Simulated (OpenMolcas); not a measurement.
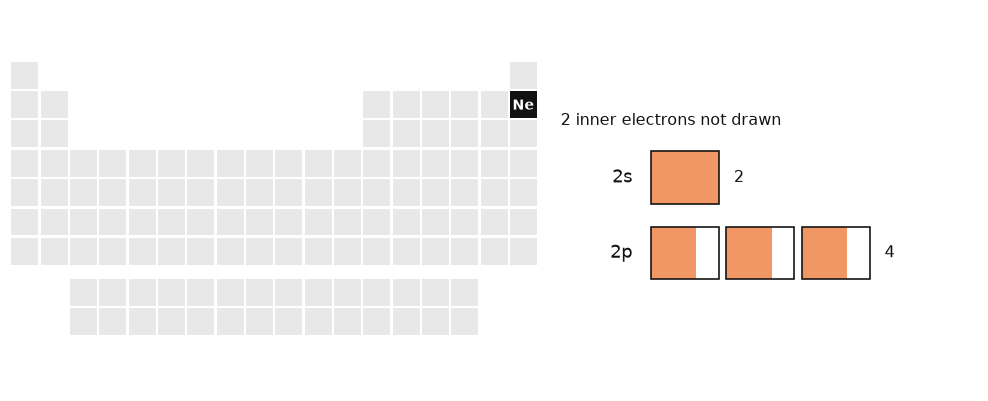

Left, the place of neon in the periodic table; right, the outer shells of the leading configuration of the lowest level: a box for each of the 2l + 1 orbitals, shaded by the share of the shell that is filled, with the electron count at the right.

**Ne²⁺: multiconfigurational calculation (part 1 of 2)**

System: Ne²⁺.
Method: state-averaged CASSCF, active space 6 electrons in the shells 2s 2p 3s 3p, basis ANO-RCC, DKH2 scalar Hamiltonian, spin-orbit coupling by RASSI with atomic mean-field integrals (OpenMolcas).

Input file:
```
&GATEWAY
Coord
1

Ne 0.0 0.0 0.0
Basis=ANO-RCC
Group=XYZ
NoMove
AngMom=0.0 0.0 0.0
AMFI
&SEWARD
&RASSCF
FileOrb=start.orb
Symmetry=1
Spin=3
nActEl=6 0 0
Inactive=1 0
Ras2=1 3
CIRoot=3 3 1
SDav=3
CIMx=300
Iter=120 100
PrWF=0.3
OrbListing=Nothing
MaxOrb=0
Atom
>>> COPY $Project.JobIph JOBPRE
&RASSCF
FileOrb=start.orb
Symmetry=1
Spin=3
nActEl=6 0 0
Inactive=1 0
Ras2=2 6
CIRoot=3 3 1
SDav=744
CIMx=300
Iter=120 100
PrWF=0.3
OrbListing=Nothing
MaxOrb=0
Atom
>>> COPY $Project.JobIph JOB001
&RASSCF
FileOrb=start.orb
Symmetry=1
Spin=1
nActEl=6 0 0
Inactive=1 0
Ras2=2 6
CIRoot=6 6 1
SDav=616
CIMx=300
Iter=120 100
PrWF=0.3
OrbListing=Nothing
MaxOrb=0
Atom
>>> COPY $Project.JobIph JOB002
&RASSCF
FileOrb=start.orb
Symmetry=2
Spin=3
nActEl=6 0 0
Inactive=1 0
Ras2=2 6
CIRoot=3 3 1
SDav=768
CIMx=300
Iter=120 100
PrWF=0.3
OrbListing=Nothing
MaxOrb=0
Atom
>>> COPY $Project.JobIph JOB003
&RASSCF
FileOrb=start.orb
Symmetry=2
Spin=1
nActEl=6 0 0
Inactive=1 0
Ras2=2 6
CIRoot=3 3 1
SDav=560
CIMx=300
Iter=120 100
PrWF=0.3
OrbListing=Nothing
MaxOrb=0
Atom
>>> COPY $Project.JobIph JOB004
&RASSI
NrOfJobIphs=4 3 6 3 3
1 2 3
1 2 3 4 5 6
1 2 3
1 2 3
IphNames
JOB001
JOB002
JOB003
JOB004
EJob
SpinOrbit
DIPRint=1.0
SOCoupling=1000.0
Subsets=2
MEES
Property=10
'ANGMOM' 1 'ANGMOM' 2 'ANGMOM' 3 'MLTPL  1' 1 'MLTPL  1' 2 'MLTPL  1' 3
'AMFI' 1 'AMFI' 2 'AMFI' 3 'MLTPL  2' 6
SOProperty=3
'ANGMOM' 1 'ANGMOM' 2 'ANGMOM' 3
```

The file start.orb holds starting orbitals from an earlier step. A driver script formed the levels outside the program, from RASSI's spin-orbit matrix and the active-space energies, averaged over the components of each term or state.

Hardware: 1 thread of Intel Xeon @ 2.90GHz (Ice Lake), 64 GiB of memory available, shared host.

Command:
```bash
OMP_NUM_THREADS=1 MOLCAS_MEM=2252 MOLCAS_PROJECT=a pymolcas a.inp > a.log  # once for each step of the input, in one work folder
```

The program's output (extracts):
```
--- SEWARD ---
Basis set label: NE.ANO-RCC.........

      Electronic valence basis set:
      ------------------
      Associated Effective Charge  10.000000 au
      Associated Actual Charge     10.000000 au
      Nuclear Model: Point charge

      Shell  nPrim  nBasis  Cartesian Spherical Contaminant
         s      14       8        X
         p       9       7        X
         d       4       4                 X
         f       3       3                 X
         g       2       2                 X
                  Relativistic Douglas-Kroll-Hess integrals:
                    - DKH order of Hamiltonian: 2
                    - DKH order of Properties : 0
                  Atomic mean-field integrals
--- RASSCF ---
Wave function specifications:
      -----------------------------

      Number of closed shell electrons           2
      Number of electrons in active shells       6
      Max number of holes in RAS1 space          0
      Max nr of electrons in RAS3 space          0
      Number of inactive orbitals                1
      Number of active orbitals                  8
      Number of secondary orbitals              79
      Spin quantum number                      1.0
      State symmetry                             1
Orbital specifications:
      -----------------------

      Symmetry species                           1   2
                                                ag  au
      Frozen orbitals                            0   0
      Inactive orbitals                          1   0
      Active orbitals                            2   6
      RAS1 orbitals                              0   0
      RAS2 orbitals                              2   6
      RAS3 orbitals                              0   0
      Secondary orbitals                        43  36
      Deleted orbitals                           0   0
      Number of basis functions                 46  42
      Number of CSFs                           744
      Number of root(s) required                 3
      Iter CI   SX   CI       RASSCF       Energy    max ROT     max BLB   max BLB  Level Ln srch  Step   QN
          iter iter root      energy       change     param      element    value   shift minimum  type update
 Nr of preliminary CI iterations:   1
        1   1   21    0  -126.55514306    0.00E+00  -3.20E-01*   2   4 1 -3.59E-02*  0.00   0.00    SX    NO
        2   1   17    0  -126.56767097   -1.25E-02*  7.40E-02    3  12 2  1.10E-02*  0.00   0.00    SX    NO
        3   1   15    0  -126.56904607   -1.38E-03*  2.99E-02    3   9 2  2.57E-03*  0.00   0.00    SX    NO
        4   1   14    0  -126.56929731   -2.51E-04* -1.29E-02    2   4 1  2.15E-03*  0.00   0.00    SX    NO
        5   1   13    0  -126.56935072   -5.34E-05* -1.11E-02    2   4 1  1.35E-03*  0.00   1.90    LS   YES
        6   1   11    0  -126.56936595   -1.52E-05* -7.35E-04    2   4 1  7.03E-04*  0.00   1.05    QN   YES
        7   1    9    0  -126.56936620   -2.53E-07* -2.06E-04    2   4 1  1.77E-04*  0.00   1.12    QN   YES
        8   1    6    0  -126.56936621   -1.10E-08*  2.15E-05    2   4 1  1.82E-05   0.00   1.00    QN   YES
        9   1    3    0  -126.56936621   -2.69E-10   7.18E-06    3  12 2  3.92E-06   0.00   1.19    QN   YES
      Convergence after  9 iterations
       10   1    3    0  -126.56936621   -1.28E-11   7.18E-06    2   5 1  1.21E-06   0.00   1.19    QN   YES
      Natural orbitals and occupation numbers for root  1
      sym 1:   1.996031   0.003924
      sym 2:   1.994294   0.998038   0.998038   0.005452   0.002111   0.002111
      Natural orbitals and occupation numbers for root  2
      sym 1:   1.996031   0.003924
      sym 2:   0.998038   1.994294   0.998038   0.002111   0.005452   0.002111
      Natural orbitals and occupation numbers for root  3
      sym 1:   1.996031   0.003924
      sym 2:   0.998038   0.998038   1.994294   0.002111   0.002111   0.005452
::    RASSCF root number  1 Total energy:   -126.56936621
::    RASSCF root number  2 Total energy:   -126.56936621
::    RASSCF root number  3 Total energy:   -126.56936621
--- RASSCF ---
Wave function specifications:
      -----------------------------

      Number of closed shell electrons           2
      Number of electrons in active shells       6
      Max number of holes in RAS1 space          0
      Max nr of electrons in RAS3 space          0
      Number of inactive orbitals                1
      Number of active orbitals                  8
      Number of secondary orbitals              79
      Spin quantum number                      0.0
      State symmetry                             1
Orbital specifications:
      -----------------------

      Symmetry species                           1   2
                                                ag  au
      Frozen orbitals                            0   0
      Inactive orbitals                          1   0
      Active orbitals                            2   6
      RAS1 orbitals                              0   0
      RAS2 orbitals                              2   6
      RAS3 orbitals                              0   0
      Secondary orbitals                        43  36
      Deleted orbitals                           0   0
      Number of basis functions                 46  42
      Number of CSFs                           616
      Number of root(s) required                 6
      Iter CI   SX   CI       RASSCF       Energy    max ROT     max BLB   max BLB  Level Ln srch  Step   QN
          iter iter root      energy       change     param      element    value   shift minimum  type update
 Nr of preliminary CI iterations:   1
        1   1   16    0  -126.42473428    0.00E+00   4.14E-02    3  12 2  2.19E-02*  0.00   0.00    SX    NO
        2   1   14    0  -126.42538929   -6.55E-04* -1.06E-02    2   4 1  4.77E-03*  0.00   0.00    SX    NO
        3   1   11    0  -126.42541629   -2.70E-05* -3.00E-03    2   4 1  1.83E-03*  0.00   0.00    SX    NO
        4   1   10    0  -126.42541822   -1.93E-06* -9.18E-04    2   4 1  6.44E-04*  0.00   0.00    SX    NO
        5   1    7    0  -126.42541839   -1.65E-07* -4.00E-04    2   4 1  2.19E-04*  0.00   1.44    LS   YES
        6   1    8    0  -126.42541840   -1.68E-08* -4.06E-05    2   4 1  3.49E-05   0.00   1.01    QN   YES
        7   1    5    0  -126.42541841   -1.19E-09   2.73E-05    3   9 2  7.84E-06   0.00   1.57    QN   YES
      Convergence after  7 iterations
        8   1    5    0  -126.42541841   -2.09E-10   2.73E-05    2   4 1 -2.88E-06   0.00   1.57    QN   YES
      Natural orbitals and occupation numbers for root  1
      sym 1:   1.996797   0.003120
      sym 2:   1.985127   0.905759   1.099048   0.005172   0.002221   0.002756
      Natural orbitals and occupation numbers for root  2
      sym 1:   1.996797   0.003120
      sym 2:   1.207483   1.956911   0.825542   0.003054   0.005095   0.001998
      Natural orbitals and occupation numbers for root  3
      sym 1:   1.996797   0.003120
      sym 2:   1.214321   0.821045   1.954570   0.003073   0.001985   0.005089
::    RASSCF root number  1 Total energy:   -126.44331921
::    RASSCF root number  2 Total energy:   -126.44331921
::    RASSCF root number  3 Total energy:   -126.44331921
::    RASSCF root number  4 Total energy:   -126.44331921
::    RASSCF root number  5 Total energy:   -126.44331921
::    RASSCF root number  6 Total energy:   -126.33591439
--- RASSCF ---
Wave function specifications:
      -----------------------------

      Number of closed shell electrons           2
      Number of electrons in active shells       6
      Max number of holes in RAS1 space          0
      Max nr of electrons in RAS3 space          0
      Number of inactive orbitals                1
      Number of active orbitals                  8
      Number of secondary orbitals              79
      Spin quantum number                      1.0
      State symmetry                             2
Orbital specifications:
      -----------------------

      Symmetry species                           1   2
                                                ag  au
      Frozen orbitals                            0   0
      Inactive orbitals                          1   0
      Active orbitals                            2   6
      RAS1 orbitals                              0   0
      RAS2 orbitals                              2   6
      RAS3 orbitals                              0   0
      Secondary orbitals                        43  36
      Deleted orbitals                           0   0
      Number of basis functions                 46  42
      Number of CSFs                           768
      Number of root(s) required                 3
      Iter CI   SX   CI       RASSCF       Energy    max ROT     max BLB   max BLB  Level Ln srch  Step   QN
          iter iter root      energy       change     param      element    value   shift minimum  type update
 Nr of preliminary CI iterations:   1
        1   1   20    0  -125.58539687    0.00E+00   2.67E-01*   3   9 2 -4.47E-02*  0.00   0.00    SX    NO
        2   1   18    0  -125.59785399   -1.25E-02*  7.99E-02    3  12 2  1.38E-02*  0.00   0.00    SX    NO
        3   1   15    0  -125.59961361   -1.76E-03* -3.47E-02    3   9 2  4.01E-03*  0.00   0.00    SX    NO
        4   1   15    0  -125.60001403   -4.00E-04*  2.08E-02    3   9 2  2.79E-03*  0.00   0.00    SX    NO
        5   1   14    0  -125.60011524   -1.01E-04*  2.01E-02    3   9 2  1.52E-03*  0.00   2.04    LS   YES
        6   1   12    0  -125.60015009   -3.49E-05*  4.24E-03    3  12 2 -6.36E-04*  0.00   1.08    QN   YES
        7   1   11    0  -125.60015090   -8.10E-07* -1.76E-03    2   4 1  1.94E-04*  0.00   1.30    QN   YES
        8   1    7    0  -125.60015099   -8.52E-08* -2.61E-04    3  12 2  4.53E-05   0.00   1.12    QN   YES
        9   1    7    0  -125.60015099   -3.52E-09   2.55E-05    3  12 2  1.75E-05   0.00   1.19    QN   YES
      Convergence after  9 iterations
       10   1    7    0  -125.60015099   -1.73E-10   2.55E-05    3   9 2 -1.34E-06   0.00   1.19    QN   YES
      Natural orbitals and occupation numbers for root  1
      sym 1:   0.999436   0.002802
      sym 2:   1.992764   0.997861   1.992764   0.002239   0.006067   0.006067
      Natural orbitals and occupation numbers for root  2
      sym 1:   0.999436   0.002802
      sym 2:   1.992764   1.992764   0.997861   0.006067   0.002239   0.006067
      Natural orbitals and occupation numbers for root  3
      sym 1:   0.999436   0.002802
      sym 2:   0.997861   1.992764   1.992764   0.006067   0.006067   0.002239
::    RASSCF root number  1 Total energy:   -125.60015099
::    RASSCF root number  2 Total energy:   -125.60015099
::    RASSCF root number  3 Total energy:   -125.60015099
```

(Continued in part 2.) Outcome of the run: converged.
